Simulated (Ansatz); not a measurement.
**AlF2 (doublet): a spread of methods, bases and active spaces at angle F2–Al1–F3 = 68.2°**

What do other methods, bases and active spaces give for AlF2 (doublet) at this geometry, and how long do they take?

Program: Ansatz 0.2.0, Gaussian basis. Level of theory: the settings change from run to run. These are calculated values, not measurements.

**1. The geometry**

The geometry derives from a PBE0/def2-TZVP stationary point (not a proven minimum). One angle is set to the value named; bond lengths are kept.

3 atoms, charge 0, spin multiplicity 2.

Atoms are counted from 1 here; the program's logs count them from 0.

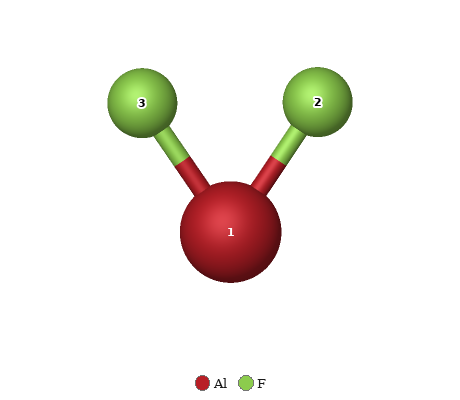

The geometry (aluminium red, fluorine green); atoms are numbered from 1 in the order of the file.

**2. CCSD(T)/def2-SVP**

Input file in.yaml:

```yaml
crystal:
  periodic: [false, false, false]
  atoms:
    - {symbol: Al, position_ang: [0.000000, -0.797274, 0.000000]}
    - {symbol: F, position_ang: [0.000000, 0.566144, -0.923104]}
    - {symbol: F, position_ang: [0.000000, 0.566144, 0.923104]}
basis:
  gaussian: {orbitals: def2-SVP, fitting: {mean_field: def2-universal-jkfit}}
magnetization: {spin_polarized: true, initial_magnetization: 1}
hamiltonian: {xc: {name: B3LYP}}
correlation: {method: ccsd_t, electrons: valence}
output: {forces: true}
```

Launch:

```console
$ ansatz run in.yaml --threads 1 --pin off --events-out ev --progress --plain --max-ram 2393MiB
```

Output, cut to the lines that bear on the results:

```text
Functional definition: B3LYP
  name "B3LYP"
  cite "Stephens, Devlin, Chabalowski & Frisch, J. Phys. Chem. 98, 11623 (1994) doi:10.1021/j100096a001"
  cite "Becke, Phys. Rev. A 38, 3098 (1988) doi:10.1103/PhysRevA.38.3098"
  cite "Lee, Yang & Parr, Phys. Rev. B 37, 785 (1988) doi:10.1103/PhysRevB.37.785"
  cite "Vosko, Wilk & Nusair, Can. J. Phys. 58, 1200 (1980) doi:10.1139/p80-159"
[...]
282 factors; integrals over basis functions are off by at most 8.4e-2 eV
[...]
mean field -12024.44734324 eV, -441.8902894009 hartree, gradient 2.4e-6 eV, S^2 0.751029; 3 other end points of the search recorded, 0 dependent functions left out
7 core orbitals not correlated: weight in the atoms' cores, before any rotation towards them, 1.000 or more for the frozen orbitals, at most 0.000 for the correlated occupied ones
reference -11987.57470184 eV, -440.5352448226 hartree; 9, 8 occupied and 30, 31 virtual orbitals, 282 factors
second order -11.97345760 eV of doubles, -0.45546723 eV of singles
cycle   1  -11.49528990 eV  change    9.1e-1 eV  update   1.3e-1
[...]
cycle  15  -11.95823600 eV  change   -2.5e-8 eV  update   1.8e-7
perturbative correction -0.24953427 eV, -0.0091702154 hartree
[...]
Total energy: -11999.78247211 eV, -440.9838721053 hartree
Atom 0 at     0.000000    -0.797274     0.000000 Å, force    -0.000000     1.005586    -0.000000 eV/Å
Atom 1 at     0.000000     0.566144    -0.923104 Å, force     0.000000    -0.502793    -8.631726 eV/Å
Atom 2 at     0.000000     0.566144     0.923104 Å, force     0.000000    -0.502793     8.631726 eV/Å
Dipole moment:     0.000000    -1.007091     0.000000 e Å
```

It took 14 s on 1 thread of Arm Neoverse N1, shared host.

From the report: ⟨S²⟩ of the determinant 0.751 (pure doublet: 0.75); correlation -12.2078 eV; T1 0.017; largest double amplitude 0.02. The orbitals are Kohn-Sham ones, so correlation energy and T1 don't compare with those on Hartree-Fock orbitals.

**3. HF/cc-pVDZ**

Input file in.yaml:

```yaml
crystal:
  periodic: [false, false, false]
  atoms:
    - {symbol: Al, position_ang: [0.000000, -0.797274, 0.000000]}
    - {symbol: F, position_ang: [0.000000, 0.566144, -0.923104]}
    - {symbol: F, position_ang: [0.000000, 0.566144, 0.923104]}
basis:
  gaussian: {orbitals: cc-pVDZ}
magnetization: {spin_polarized: true, initial_magnetization: 1}
hamiltonian: {xc: hf}
scf: {lower_state_search: off}
output: {forces: true, orbitals: {seedname: orbitals}}
```

Launched as before.

Output, cut to the lines that bear on the results:

```text
Functional definition: HF
  name "HF"
  cite "Fock, Z. Phys. 61, 126 (1930) doi:10.1007/BF01340294"
  parent pbe
[...]
440 factors; integrals over basis functions are off by at most 4.3e-4 eV
[...]
mean field -11994.88398620 eV, -440.8038560686 hartree, gradient 4.7e-6 eV, S^2 0.751397; 0 other end points of the search recorded, 0 dependent functions left out
[...]
reference -11994.88398620 eV, -440.8038560686 hartree; 16, 15 occupied and 30, 31 virtual orbitals, 440 factors
Total energy: -11994.88398620 eV, -440.8038560686 hartree
Atom 0 at     0.000000    -0.797274     0.000000 Å, force     0.000000     1.002782     0.000000 eV/Å
Atom 1 at     0.000000     0.566144    -0.923104 Å, force    -0.000000    -0.501391    -8.889661 eV/Å
Atom 2 at     0.000000     0.566144     0.923104 Å, force     0.000000    -0.501391     8.889661 eV/Å
Dipole moment:    -0.000000    -1.194804    -0.000000 e Å
Checks for a lower state left out: stability, starts, cluster_reference, orbital_swaps, neighbouring_geometries, increment
```

Run time: 0.66 s. Hardware: 1 thread of Arm Neoverse N1, shared host.

From the report: ⟨S²⟩ of the determinant 0.751 (pure doublet: 0.75).

**4. MRCISD+Q(relaxed)(7,7)/6-31G**

Input file in.yaml:

```yaml
crystal:
  periodic: [false, false, false]
  atoms:
    - {symbol: Al, position_ang: [0.000000, -0.797274, 0.000000]}
    - {symbol: F, position_ang: [0.000000, 0.566144, -0.923104]}
    - {symbol: F, position_ang: [0.000000, 0.566144, 0.923104]}
basis:
  gaussian: {orbitals: 6-31G, point_charges: [{charge: -1.00, position_ang: [4.736, 0.553, 0.474]}]}
magnetization: {spin_polarized: false, initial_magnetization: 1}
correlation: {method: fic_mrcisd_q_relaxed, electrons: outside_noble_gas, active_space: {window: {electrons: 7, orbitals: 7}}}
```

Launched as before.

Output, cut to the lines that bear on the results:

```text
Functional definition: HF
  name "HF"
  cite "Fock, Z. Phys. 61, 126 (1930) doi:10.1007/BF01340294"
  parent pbe
[...]
298 factors; integrals over basis functions are off by at most 1.9e-4 eV
[...]
mean field -11992.68445747 eV, -440.7230248786 hartree, gradient 1.6e-6 eV, S^2 0.750000; 2 other end points of the search recorded, 0 dependent functions left out
reference -11992.68445747 eV, -440.7230248786 hartree; 16, 15 occupied and 15, 16 virtual orbitals, 298 factors
state -11995.21794322 eV, -440.8161287627 hartree
contracted CI cycle   1: correlation 0.00000000 eV, 0.0000000000 hartree, residual 2.38e1 eV
contracted CI cycle   2: correlation -4.44350804 eV, -0.1632959085 hartree, residual 3.65e0 eV
contracted CI cycle   3: correlation -4.61896830 eV, -0.1697439541 hartree, residual 1.50e0 eV
contracted CI cycle   4: correlation -4.65104701 eV, -0.1709228250 hartree, residual 7.97e-1 eV
[...]
contracted CI cycle   8: correlation -5.31629175 eV, -0.1953701184 hartree, residual 6.74e-2 eV
contracted CI cycle   9: correlation -5.31636256 eV, -0.1953727203 hartree, residual 3.47e-2 eV
contracted CI cycle  10: correlation -5.31638001 eV, -0.1953733617 hartree, residual 1.66e-2 eV
contracted CI cycle  11: correlation -5.31638394 eV, -0.1953735062 hartree, residual 9.23e-3 eV
contracted CI cycle  12: correlation -5.31638514 eV, -0.1953735502 hartree, residual 4.65e-3 eV
contracted CI cycle  13: correlation -5.31638542 eV, -0.1953735607 hartree, residual 2.17e-3 eV
contracted CI cycle  14: correlation -5.31638549 eV, -0.1953735632 hartree, residual 1.15e-3 eV
state -11994.51159459 eV, -440.7901709292 hartree; corrected -12000.12725621 eV, -440.9965426873 hartree
state -11994.51159459 eV, -440.7901709292 hartree; corrected -12000.12725621 eV, -440.9965426873 hartree
WARN: the results are in doubt because another end's mean lies 0.706 eV lower, and its corrected mean 0.005 eV higher
Total energy: -12000.12725621 eV, -440.9965426873 hartree
In doubt: another end's mean lies 0.706 eV lower, and its corrected mean 0.005 eV higher
```

Wall time 17 s (1 thread of Arm Neoverse N1, shared host).

From the report: 1,225 determinants; active occupations 1.99, 1.98, 1.98, 1.00, 0.02, 0.02, 0.01. Mind the lines of doubt at the end of the log.

**5. NEVPT2(1,2)/cc-pVDZ**

Input file in.yaml:

```yaml
crystal:
  periodic: [false, false, false]
  atoms:
    - {symbol: Al, position_ang: [0.000000, -0.797274, 0.000000]}
    - {symbol: F, position_ang: [0.000000, 0.566144, -0.923104]}
    - {symbol: F, position_ang: [0.000000, 0.566144, 0.923104]}
basis:
  gaussian: {orbitals: cc-pVDZ}
magnetization: {spin_polarized: false, initial_magnetization: 1}
correlation: {method: sc_nevpt2, electrons: outside_noble_gas, active_space: {window: {electrons: 1, orbitals: 2}}}
accuracy: high
```

Same command.

Output, cut to the lines that bear on the results:

```text
Functional definition: HF
  name "HF"
  cite "Fock, Z. Phys. 61, 126 (1930) doi:10.1007/BF01340294"
  parent pbe
[...]
926 factors; integrals over basis functions are off by at most 3.0e-9 eV
[...]
mean field -11994.87272982 eV, -440.8034424043 hartree, gradient 1.1e-8 eV, S^2 0.750000; 4 other end points of the search recorded, 0 dependent functions left out
reference -11994.87272982 eV, -440.8034424043 hartree; 16, 15 occupied and 30, 31 virtual orbitals, 926 factors
state -11994.87272982 eV, -440.8034424043 hartree
state -11994.87272982 eV, -440.8034424043 hartree; corrected -12006.24628892 eV, -441.2214129917 hartree
WARN: 1 active orbitals are nearly empty or full. The corrections depend on them more than the energy does, and are more stable in an active space without them
Total energy: -12006.24628892 eV, -441.2214129917 hartree
```

Run time: 7 s. Hardware: 1 thread of Arm Neoverse N1, shared host.

From the report: 1 determinant; active occupations 1.00, 0.00. The report marks this result as in doubt.

**6. CCSD/def2-SVP**

Input file in.yaml:

```yaml
crystal:
  periodic: [false, false, false]
  atoms:
    - {symbol: Al, position_ang: [0.000000, -0.797274, 0.000000]}
    - {symbol: F, position_ang: [0.000000, 0.566144, -0.923104]}
    - {symbol: F, position_ang: [0.000000, 0.566144, 0.923104]}
basis:
  gaussian: {orbitals: def2-SVP}
magnetization: {spin_polarized: true, initial_magnetization: 1}
hamiltonian: {xc: {name: r2SCAN}}
correlation: {method: ccsd, electrons: outside_noble_gas}
output: {forces: true}
```

Launched as before.

Output, cut to the lines that bear on the results:

```text
Functional definition: r2SCAN
  name "r2SCAN"
  cite "Furness, Kaplan, Ning, Perdew & Sun, J. Phys. Chem. Lett. 11, 8208 (2020) doi:10.1021/acs.jpclett.0c02405"
  cite "Furness, Kaplan, Ning, Perdew & Sun, J. Phys. Chem. Lett. 11, 9248 (2020) doi:10.1021/acs.jpclett.0c03077"
  parent r2scan
[...]
417 factors; integrals over basis functions are off by at most 4.4e-4 eV
[...]
mean field -12021.05510184 eV, -441.7656268289 hartree, gradient 1.9e-6 eV, S^2 0.752326; 3 other end points of the search recorded, 0 dependent functions left out
7 core orbitals not correlated: weight in the atoms' cores, before any rotation towards them, 1.000 or more for the frozen orbitals, at most 0.000 for the correlated occupied ones
reference -11987.62999794 eV, -440.5372769168 hartree; 9, 8 occupied and 30, 31 virtual orbitals, 417 factors
second order -11.96705344 eV of doubles, -0.43263561 eV of singles
cycle   1  -11.45383893 eV  change    9.2e-1 eV  update   1.3e-1
[...]
cycle  12  -11.92052895 eV  change   -2.6e-6 eV  update   1.5e-6
[...]
Total energy: -11999.55052689 eV, -440.9753482756 hartree
Atom 0 at     0.000000    -0.797274     0.000000 Å, force     0.000000     1.314158     0.000000 eV/Å
Atom 1 at     0.000000     0.566144    -0.923104 Å, force    -0.000000    -0.657079    -8.650826 eV/Å
Atom 2 at     0.000000     0.566144     0.923104 Å, force     0.000000    -0.657079     8.650826 eV/Å
Dipole moment:     0.000000    -1.055215     0.000000 e Å
```

Wall time 22 s (1 thread of Arm Neoverse N1, shared host).

From the report: ⟨S²⟩ of the determinant 0.752 (pure doublet: 0.75); correlation -11.9205 eV; T1 0.015; largest double amplitude 0.02. The orbitals are Kohn-Sham ones, so correlation energy and T1 don't compare with those on Hartree-Fock orbitals.

**7. The runs in one table**

Where basis and cores are those of an earlier UCCSDT(Q)/cc-pVDZ run (-12006.5985 eV), and the state is the same kind, the miss against it is given. † marks a result that the program doubts.

| level | correlated | functions | energy (eV) | from UCCSDT(Q) (meV) | time |
| --- | --- | --- | --- | --- | --- |
| CCSD(T)/def2-SVP (on B3LYP orbitals) | valence | 46 | -11999.7825 |  | 14 s |
| HF/cc-pVDZ |  | 46 | -11994.8840 | 11714.6 | 0.66 s |
| MRCISD+Q(relaxed)(7,7)/6-31G (beside a point charge) † | outside noble gas | 31 | -12000.1273 |  | 17 s |
| NEVPT2(1,2)/cc-pVDZ † | outside noble gas | 46 | -12006.2463 | 352.3 | 7 s |
| CCSD/def2-SVP (on r2SCAN orbitals) | outside noble gas | 46 | -11999.5505 |  | 22 s |

**8. What came out**

| quantity | value |
| --- | --- |
| runs | 5 |
| quickest | HF/cc-pVDZ, 0.66 s |
| slowest | CCSD/def2-SVP (on r2SCAN orbitals), 22 s |
| nearest to UCCSDT(Q) | NEVPT2(1,2)/cc-pVDZ † (+352.3 meV) |

What this shows: Total energies in different bases or with other cores can't be set against each other. CCSD/def2-SVP (on r2SCAN orbitals) took 33 times as long as HF/cc-pVDZ. Among the comparable runs the misses span +352 to +11715 meV.
